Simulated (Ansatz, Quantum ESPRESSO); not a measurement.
# Gate doping of W2CO2 MXene, 1 layer, part 3 of 7

Wanted: induced charge and band edges of W2CO2 MXene, 1 layer beside a charged plate.

Quantum ESPRESSO 7.5; plane-wave DFT, PBE, GBRV ultrasoft pseudopotentials; geometry by Ansatz 0.2.0 with PAW datasets.

So far. Step 3 (Self-consistent run: neutral sheet, no gate): The run needed 19 iterations to bring the estimated error under 1e-07 Ry.

**6. Band structure: neutral sheet, no gate**

A bands run reads the converged density and follows the path given under K_POINTS.

The input, g0.bands.in:

```
&control
  prefix = 'g0.bands'
  outdir = './out'
  pseudo_dir = './pseudo'
  calculation = 'bands'
  tefield = .true.
  dipfield = .true.
/
&system
  ibrav = 0
  nat = 5
  ntyp = 3
  ecutwfc = 40
  ecutrho = 200
  occupations = 'smearing'
  smearing = 'fd'
  degauss = 0.004
  edir = 3
  emaxpos = 0.205356
  eopreg = 0.01
  eamp = 0.0
  nbnd = 28
/
&electrons
  conv_thr = 1e-07
  mixing_beta = 0.4
  electron_maxstep = 120
  mixing_mode = 'local-TF'
/
ATOMIC_SPECIES
  O   15.9990  o_pbe_v1.2.uspp.F.UPF
  W   183.8400  w_pbe_v1.2.uspp.F.UPF
  C   12.0110  c_pbe_v1.2.uspp.F.UPF
CELL_PARAMETERS angstrom
  3.11243113702313 0.00000000000000 -0.00000000000000
  -1.55621556851156 2.69544443219171 -0.00000000000000
  -0.00000000000000 -0.00000000000000 26.68439158190000
ATOMIC_POSITIONS crystal
  O   0.333333333333 0.666666666667 0.416100378644
  W   0.666666666667 0.333333333333 0.458617459418
  C   -0.000000000000 -0.000000000000 0.499999998077
  W   0.333333333333 0.666666666667 0.541382544234
  O   0.666666666667 0.333333333333 0.583899619627
K_POINTS crystal_b
4
  0.0000000000 0.0000000000 0.0000000000 14
  0.5000000000 0.0000000000 0.0000000000 14
  0.3333333333 0.3333333333 0.0000000000 14
  0.0000000000 0.0000000000 0.0000000000 1
```

On the command line:

```console
> cp -r out/g0.save out/g0.bands.save
> cp out/g0.xml out/g0.bands.xml
> OMP_NUM_THREADS=1 mpirun -n 4 pw.x -nk 4 -in g0.bands.in > g0.bands.out
```

Log:

```text
[banner, memory and clock lines left out]
Program PWSCF v.7.5 starts

          URL

     Presently no symmetry can be used with electric field

     Atomic positions and unit cell read from directory:
     ./out/g0.bands.save/

     G-vector sticks info

     bravais-lattice index     =            0
     lattice parameter (alat)  =       5.8816  a.u.
     unit-cell volume          =    1510.7202 (a.u.)^3
     number of atoms/cell      =            5
     number of atomic types    =            3
     number of electrons       =        44.00
     number of Kohn-Sham states=           28
     kinetic-energy cutoff     =      40.0000  Ry
     charge density cutoff     =     200.0000  Ry
     Exchange-correlation= SLA  PW   PBE  PBE
                           (   1   4   3   4   0   0   0)

     celldm(1)=   5.881642  celldm(2)=   0.000000  celldm(3)=   0.000000
     celldm(4)=   0.000000  celldm(5)=   0.000000  celldm(6)=   0.000000

     crystal axes: (cart. coord. in units of alat)
               a(1) = (   1.000000   0.000000  -0.000000 )
               a(2) = (  -0.500000   0.866025  -0.000000 )
               a(3) = (  -0.000000  -0.000000   8.573488 )

     reciprocal axes: (cart. coord. in units 2 pi/alat)
               b(1) = (  1.000000  0.577350  0.000000 )
               b(2) = (  0.000000  1.154701  0.000000 )
               b(3) = (  0.000000  0.000000  0.116639 )

     PseudoPot. # 1 for O  read from file:
     ./pseudo/o_pbe_v1.2.uspp.F.UPF
     Pseudo is Ultrasoft + core correction, Zval =  6.0
     Generated by new atomic code, or converted to UPF format
     Using radial grid of  737 points,  5 beta functions with:
                l(1) =   0
                l(2) =   0
                l(3) =   1
                l(4) =   1
                l(5) =   2
     Q(r) pseudized with  8 coefficients,  rinner =    0.900   0.900   0.900
                                                       0.900   0.900

     PseudoPot. # 2 for W  read from file:
     ./pseudo/w_pbe_v1.2.uspp.F.UPF
     Pseudo is Ultrasoft + core correction, Zval = 14.0
     Generated by new atomic code, or converted to UPF format
     Using radial grid of  923 points,  8 beta functions with:
                l(1) =   0
                l(2) =   0
                l(3) =   0
                l(4) =   1
                l(5) =   1
                l(6) =   2
                l(7) =   2
                l(8) =   3
     Q(r) pseudized with  6 coefficients,  rinner =    1.350   1.350   1.350
                                                       1.350   1.350   1.350
                                                       1.350

     PseudoPot. # 3 for C  read from file:
     ./pseudo/c_pbe_v1.2.uspp.F.UPF
     Pseudo is Ultrasoft + core correction, Zval =  4.0
     Generated by new atomic code, or converted to UPF format
     Using radial grid of  721 points,  4 beta functions with:
                l(1) =   0
                l(2) =   0
                l(3) =   1
                l(4) =   1
     Q(r) pseudized with  8 coefficients,  rinner =    1.100   1.100   1.100

     atomic species   valence    mass     pseudopotential
     O                 6.00    15.99900     O ( 1.00)
     W                14.00   183.84000     W ( 1.00)
     C                 4.00    12.01100     C ( 1.00)

     No symmetry found

   Cartesian axes

     site n.     atom                  positions (alat units)
         1        O      tau(   1) = (  -0.0000000   0.5773503   3.5674317  )
         2        W      tau(   2) = (   0.5000000   0.2886751   3.9319514  )
         3        C      tau(   3) = (   0.0000000  -0.0000000   4.2867441  )
         4        W      tau(   4) = (  -0.0000000   0.5773503   4.6415368  )
         5        O      tau(   5) = (   0.5000000   0.2886751   5.0060565  )

     number of k points=    43  Fermi-Dirac smearing, width (Ry)=  0.0040
                       cart. coord. in units 2pi/alat
        k(    1) = (   0.0000000   0.0000000   0.0000000), wk =   0.0465116
        k(    2) = (   0.0357143   0.0206197   0.0000000), wk =   0.0465116
        k(    3) = (   0.0714286   0.0412393   0.0000000), wk =   0.0465116
        k(    4) = (   0.1071429   0.0618590   0.0000000), wk =   0.0465116
        k(    5) = (   0.1428571   0.0824786   0.0000000), wk =   0.0465116
        k(    6) = (   0.1785714   0.1030983   0.0000000), wk =   0.0465116
        k(    7) = (   0.2142857   0.1237179   0.0000000), wk =   0.0465116
        k(    8) = (   0.2500000   0.1443376   0.0000000), wk =   0.0465116
        k(    9) = (   0.2857143   0.1649572   0.0000000), wk =   0.0465116
        k(   10) = (   0.3214286   0.1855769   0.0000000), wk =   0.0465116
        k(   11) = (   0.3571429   0.2061965   0.0000000), wk =   0.0465116
        k(   12) = (   0.3928571   0.2268162   0.0000000), wk =   0.0465116
        k(   13) = (   0.4285714   0.2474358   0.0000000), wk =   0.0465116
        k(   14) = (   0.4642857   0.2680555   0.0000000), wk =   0.0465116
        k(   15) = (   0.5000000   0.2886751   0.0000000), wk =   0.0465116
        k(   16) = (   0.4880952   0.3092948   0.0000000), wk =   0.0465116
        k(   17) = (   0.4761905   0.3299144   0.0000000), wk =   0.0465116
        k(   18) = (   0.4642857   0.3505341   0.0000000), wk =   0.0465116
        k(   19) = (   0.4523810   0.3711537   0.0000000), wk =   0.0465116
        k(   20) = (   0.4404762   0.3917734   0.0000000), wk =   0.0465116
        k(   21) = (   0.4285714   0.4123930   0.0000000), wk =   0.0465116
        k(   22) = (   0.4166667   0.4330127   0.0000000), wk =   0.0465116
        k(   23) = (   0.4047619   0.4536324   0.0000000), wk =   0.0465116
        k(   24) = (   0.3928571   0.4742520   0.0000000), wk =   0.0465116
        k(   25) = (   0.3809524   0.4948717   0.0000000), wk =   0.0465116
        k(   26) = (   0.3690476   0.5154913   0.0000000), wk =   0.0465116
        k(   27) = (   0.3571429   0.5361110   0.0000000), wk =   0.0465116
        k(   28) = (   0.3452381   0.5567306   0.0000000), wk =   0.0465116
        k(   29) = (   0.3333333   0.5773503   0.0000000), wk =   0.0465116
        k(   30) = (   0.3095238   0.5361110   0.0000000), wk =   0.0465116
        k(   31) = (   0.2857143   0.4948717   0.0000000), wk =   0.0465116
        k(   32) = (   0.2619048   0.4536324   0.0000000), wk =   0.0465116
        k(   33) = (   0.2380952   0.4123930   0.0000000), wk =   0.0465116
        k(   34) = (   0.2142857   0.3711537   0.0000000), wk =   0.0465116
        k(   35) = (   0.1904762   0.3299144   0.0000000), wk =   0.0465116
        k(   36) = (   0.1666667   0.2886751   0.0000000), wk =   0.0465116
[...]
-19.4104 -19.3614 -13.3397  -9.4083  -7.3582  -6.8853  -6.3696  -5.8112
    -5.7595  -5.2913  -4.5122  -3.6966  -2.6006   0.0817   0.2114   1.4143
     1.4724   1.5571   3.0213   4.9740

          k = 0.4405 0.3918 0.0000 (  6496 PWs)   bands (ev):

   -76.0037 -75.9870 -40.6379 -40.5580 -40.3167 -40.2008 -40.0956 -40.0559
   -19.4000 -19.3556 -13.3435  -9.3169  -7.3927  -6.8407  -6.3944  -5.8265
    -5.7596  -5.2676  -4.6741  -3.7616  -2.4499   0.0027   0.1331   1.4290
     1.4978   1.6357   3.0338   5.0063

          k = 0.4286 0.4124 0.0000 (  6494 PWs)   bands (ev):

   -76.0028 -75.9873 -40.6283 -40.5520 -40.3363 -40.2013 -40.1042 -40.0558
   -19.3884 -19.3492 -13.3468  -9.2082  -7.4247  -6.8118  -6.4302  -5.8807
    -5.6933  -5.2491  -4.8285  -3.8445  -2.2949  -0.0836   0.0359   1.4413
     1.5226   1.7344   3.0599   5.0232

          k = 0.4167 0.4330 0.0000 (  6482 PWs)   bands (ev):

   -76.0018 -75.9876 -40.6172 -40.5455 -40.3574 -40.2037 -40.1110 -40.0564
   -19.3763 -19.3427 -13.3494  -9.0844  -7.4585  -6.7998  -6.4769  -5.9193
    -5.6133  -5.2347  -4.9660  -3.9447  -2.1372  -0.1754  -0.0772   1.4518
     1.5458   1.8449   3.1059   5.0143

          k = 0.4048 0.4536 0.0000 (  6478 PWs)   bands (ev):

   -76.0007 -75.9881 -40.6048 -40.5387 -40.3798 -40.2086 -40.1153 -40.0580
   -19.3642 -19.3363 -13.3506  -8.9479  -7.5001  -6.8032  -6.5310  -5.9429
    -5.5229  -5.2238  -5.0780  -4.0597  -1.9773  -0.2720  -0.2016   1.4616
     1.5660   1.9562   3.1781   4.9719

          k = 0.3929 0.4743 0.0000 (  6496 PWs)   bands (ev):

   -75.9995 -75.9886 -40.5911 -40.5322 -40.4029 -40.2162 -40.1165 -40.0609
   -19.3526 -19.3304 -13.3504  -8.8020  -7.5555  -6.8169  -6.5873  -5.9542
    -5.4292  -5.2168  -5.1559  -4.1864  -1.8147  -0.3732  -0.3319   1.4723
     1.5820   2.0570   3.2816   4.8933

          k = 0.3810 0.4949 0.0000 (  6504 PWs)   bands (ev):

   -75.9983 -75.9892 -40.5766 -40.5261 -40.4257 -40.2251 -40.1146 -40.0647
   -19.3421 -19.3253 -13.3487  -8.6502  -7.6296  -6.8347  -6.6402  -5.9560
    -5.3518  -5.2145  -5.1821  -4.3204  -1.6484  -0.4788  -0.4628   1.4852
     1.5925   2.1389   3.4181   4.7822

          k = 0.3690 0.5155 0.0000 (  6510 PWs)   bands (ev):

   -75.9970 -75.9900 -40.5609 -40.5210 -40.4480 -40.2340 -40.1104 -40.0697
   -19.3332 -19.3214 -13.3458  -8.4969  -7.7234  -6.8508  -6.6851  -5.9510
    -5.3215  -5.2186  -5.1308  -4.4567  -1.4773  -0.5888  -0.5884   1.5011
     1.5964   2.1990   3.5826   4.6456

          k = 0.3571 0.5361 0.0000 (  6508 PWs)   bands (ev):

   -75.9957 -75.9909 -40.5444 -40.5173 -40.4693 -40.2414 -40.1046 -40.0756
   -19.3261 -19.3188 -13.3422  -8.3470  -7.8339  -6.8624  -6.7186  -5.9420
    -5.3123  -5.2307  -5.0353  -4.5897  -1.3007  -0.7039  -0.7023   1.5201
     1.5931   2.2381   3.7658   4.4905

          k = 0.3452 0.5567 0.0000 (  6492 PWs)   bands (ev):

   -75.9945 -75.9918 -40.5274 -40.5151 -40.4889 -40.2462 -40.0976 -40.0823
   -19.3211 -19.3177 -13.3391  -8.2055  -7.9543  -6.8688  -6.7387  -5.9323
    -5.2978  -5.2509  -4.9300  -4.7139  -1.1196  -0.8169  -0.8046   1.5413
     1.5820   2.2596   3.9565   4.3221

          k = 0.3333 0.5774 0.0000 (  6468 PWs)   bands (ev):

   -75.9936 -75.9926 -40.5148 -40.5144 -40.5019 -40.2479 -40.0899 -40.0896
   -19.3188 -19.3180 -13.3377  -8.0768  -8.0768  -6.8707  -6.7450  -5.9275
    -5.2758  -5.2758  -4.8250  -4.8249  -0.9780  -0.8876  -0.8872   1.5633
     1.5637   2.2662   4.1436   4.1441

          k = 0.3095 0.5361 0.0000 (  6488 PWs)   bands (ev):

   -75.9960 -75.9907 -40.5394 -40.5182 -40.4715 -40.2412 -40.1068 -40.0735
   -19.3250 -19.3202 -13.3467  -8.2983  -7.8693  -6.8644  -6.7281  -5.9613
    -5.3055  -5.2244  -4.9971  -4.6290  -1.1856  -0.9957  -0.5240   1.5094
     1.6038   2.2436   3.7653   4.4756

          k = 0.2857 0.4949 0.0000 (  6500 PWs)   bands (ev):

   -75.9994 -75.9887 -40.5589 -40.5227 -40.4362 -40.2229 -40.1249 -40.0570
   -19.3387 -19.3315 -13.3825  -8.4495  -7.7266  -6.8470  -6.7170  -6.0651
    -5.3197  -5.1868  -5.0439  -4.4651  -1.4095  -1.0431  -0.1338   1.4528
     1.6285   2.1829   3.3661   4.7223

          k = 0.2619 0.4536 0.0000 (  6472 PWs)   bands (ev):

   -76.0035 -75.9871 -40.5675 -40.5220 -40.4025 -40.1970 -40.1415 -40.0412
   -19.3594 -19.3525 -13.4542  -8.5016  -7.6328  -6.8192  -6.7642  -6.2000
    -5.3896  -5.1763  -4.8968  -4.3481  -1.6063  -1.0741   0.2118   1.4276
     1.6278   2.0914   2.9584   4.8784

          k = 0.2381 0.4124 0.0000 (  6476 PWs)   bands (ev):

   -76.0082 -75.9860 -40.5663 -40.5126 -40.3724 -40.1678 -40.1543 -40.0272
   -19.3868 -19.3835 -13.5606  -8.4490  -7.5869  -6.8474  -6.7801  -6.3698
    -5.4229  -5.1881  -4.6618  -4.2912  -1.7699  -1.1334   0.4679   1.4555
     1.5881   1.9755   2.5642   4.8625

          k = 0.2143 0.3712 0.0000 (  6476 PWs)   bands (ev):

   -76.0133 -75.9854 -40.5581 -40.4924 -40.3462 -40.1600 -40.1377 -40.0153
   -19.4261 -19.4206 -13.6896  -8.3092  -7.6164  -6.8914  -6.7247  -6.5752
    -5.4062  -5.2074  -4.3901  -4.2984  -1.9069  -1.2308   0.6104   1.4763
     1.5182   1.8460   2.2341   4.4551

          k = 0.1905 0.3299 0.0000 (  6474 PWs)   bands (ev):

   -76.0188 -75.9854 -40.5481 -40.4608 -40.3211 -40.1569 -40.1088 -40.0059
   -19.4815 -19.4606 -13.8230  -8.1227  -7.7375  -6.8838  -6.7596  -6.6370
    -5.3667  -5.2189  -4.3604  -4.0948  -2.0312  -1.3456   0.6370   1.2523
     1.5433   1.7411   2.0391   3.8777

          k = 0.1667 0.2887 0.0000 (  6454 PWs)   bands (ev):

   -76.0244 -75.9859 -40.5426 -40.4194 -40.2917 -40.1459 -40.0827 -39.9987
   -19.5508 -19.5061 -13.9428  -7.9475  -7.9264  -6.9976  -6.7526  -6.4856
    -5.2971  -5.2142  -4.4601  -3.7865  -2.1496  -1.4577   0.5216   1.0035
     1.4407   1.7214   1.9626   3.2681

          k = 0.1429 0.2474 0.0000 (  6432 PWs)   bands (ev):

   -76.0299 -75.9866 -40.5449 -40.3701 -40.2550 -40.1298 -40.0604 -39.9940
   -19.6327 -19.5558 -14.0361  -8.1514  -7.8333  -7.1494  -6.6676  -6.2505
    -5.1853  -5.1607  -4.5831  -3.4867  -2.2502  -1.5652   0.2317   0.8631
     1.2748   1.7143   1.9380   2.6802

          k = 0.1190 0.2062 0.0000 (  6424 PWs)   bands (ev):

   -76.0351 -75.9876 -40.5539 -40.3163 -40.2136 -40.1105 -40.0428 -39.9919
   -19.7234 -19.6077 -14.0977  -8.3852  -7.7864  -7.2972  -6.5598  -5.9824
    -5.0931  -4.9328  -4.7242  -3.2305  -2.3107  -1.6808  -0.1294   0.7805
     1.0849   1.6889   1.9287   2.1637

          k = 0.0952 0.1650 0.0000 (  6402 PWs)   bands (ev):

   -76.0398 -75.9887 -40.5665 -40.2609 -40.1743 -40.0877 -40.0299 -39.9927
   -19.8160 -19.6585 -14.1292  -8.6055  -7.7793  -7.4446  -6.4152  -5.8077
    -4.8981  -4.8299  -4.6195  -3.0606  -2.3239  -1.8234  -0.4784   0.7003
     0.8771   1.6654   1.7639   1.9173

          k = 0.0714 0.1237 0.0000 (  6376 PWs)   bands (ev):

   -76.0436 -75.9897 -40.5789 -40.2084 -40.1446 -40.0618 -40.0207 -39.9965
   -19.9017 -19.7044 -14.1381  -8.7944  -7.7841  -7.5807  -6.2343  -5.7660
    -5.0559  -4.4238  -4.2441  -3.0069  -2.3254  -2.0137  -0.7712   0.6108
     0.6779   1.4865   1.6760   1.8961

          k = 0.0476 0.0825 0.0000 (  6380 PWs)   bands (ev):

   -76.0466 -75.9906 -40.5894 -40.1620 -40.1261 -40.0365 -40.0156 -40.0043
   -19.9713 -19.7410 -14.1342  -8.9388  -7.7867  -7.6898  -6.0421  -5.7850
    -5.2074  -3.9346  -3.8332  -3.0569  -2.3961  -2.2674  -0.9654   0.5200
     0.5294   1.3057   1.7290   1.8666

          k = 0.0238 0.0412 0.0000 (  6379 PWs)   bands (ev):

   -76.0484 -75.9911 -40.5962 -40.1274 -40.1164 -40.0180 -40.0155 -40.0115
   -20.0166 -19.7648 -14.1272  -9.0292  -7.7852  -7.7598  -5.8867  -5.8131
    -5.3127  -3.4480  -3.4169  -3.1452  -2.6039  -2.5820  -1.0458   0.4463
     0.4483   1.1994   1.7970   1.8397

          k = 0.0000 0.0000 0.0000 (  6383 PWs)   bands (ev):

   -76.0490 -75.9913 -40.5988 -40.1134 -40.1134 -40.0204 -40.0113 -40.0113
   -20.0323 -19.7730 -14.1240  -9.0600  -7.7838  -7.7838  -5.8253  -5.8253
    -5.3502  -3.1931  -3.1054  -3.1054  -2.8537  -2.8537  -1.0606   0.4203
     0.4203   1.1636   1.8287   1.8287

     XML data file, pseudopotentials, collected wavefunctions

                                        0.00s GPU  (     269 calls)
[key lines of the parts left out:]
Dipole field         -0.0000 Ry au,
```

It took 21 s on 4 MPI ranks of Arm Neoverse V2, shared host; peak memory 0.39 GiB; 85 s of CPU time.

This step gave:

| Quantity | Value |
| --- | --- |
| valence top, on the run's zero | 0.2509 eV |
| conduction bottom, on the run's zero | -1.061 eV |

Band numbers count within the set of bands kept for display. Electronic bands along the path, in eV, zero at the Fermi level; # counts the bands kept:

| point | #8 | #9 | #10 | #11 | #12 | #13 | #14 | #15 |
| --- | --- | --- | --- | --- | --- | --- | --- | --- |
| Γ | -2.86 | -2.86 | -2.61 | -2.61 | -0.82 | 0.67 | 0.67 | 1.41 |
| M | -3.83 | -3.35 | -2.75 | 0.50 | 0.58 | 1.61 | 1.65 | 1.70 |
| K | -4.58 | -4.58 | -0.73 | -0.64 | -0.64 | 1.81 | 1.81 | 2.51 |
| Γ | -2.86 | -2.86 | -2.61 | -2.61 | -0.82 | 0.67 | 0.67 | 1.41 |

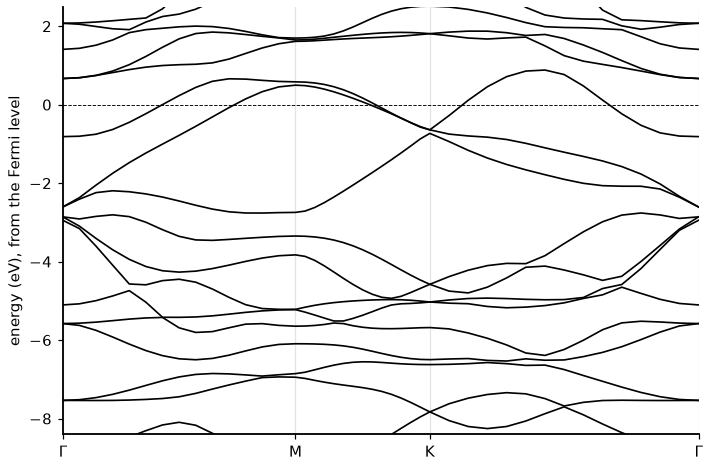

Electronic bands along the path.

By band count these two levels touch or overlap: there is no gap, and they are no band edges.

(Continued in part 4 of 7.)

[Logs are printed without paths, hosts, clocks, repeated set-up lines and the standing remarks that a program may print on its own settings, such as how far it seeks lower states.]

[Hosts, paths, dates, database ids (printed as entryN), source tags and the programs' standing remarks are cut or masked in the printed files.]

[Maps of the electrostatic potential energy from Ansatz leave out the sawtooth potential of an applied field or a dipole correction, so their vacuum need not be flat; planar profiles and work functions include it.]
